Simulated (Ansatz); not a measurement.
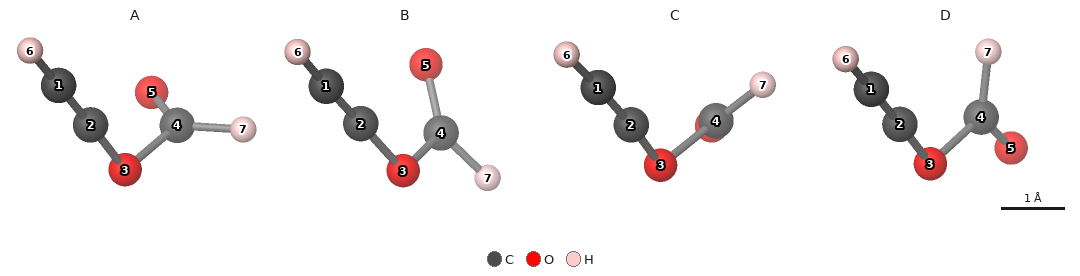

4 geometries from a converged minimum-energy path of C₃H₂O₂, shuffled. The picture is a ball-and-stick view, seen from a free direction.

The calculation used Ansatz 0.2.0, RKS PBE0/6-31G*. Run with 7 movable images; climbing image; force threshold 0.05 eV/Å; iteration limit 40; starting path by image-dependent pair potential.

One of them is the converged climbing image. Which?

Answer. A. In order along the path, whose images run from 0 to 8: B (image 1, +0.05 eV), A (image 4, +0.43 eV), C (image 6, +0.22 eV), D (image 8, +0.05 eV). The motion is a rotation about the O3–C4 bond by about 180°, with a turn of about 180° about C1–C2. No bond forms or breaks between the ends. Among the angles between lasting bonds that change up to the highest image: O3–C4–H7 107.1° → 110.4°, C1–C2–O3 175.9° → 178.5°.
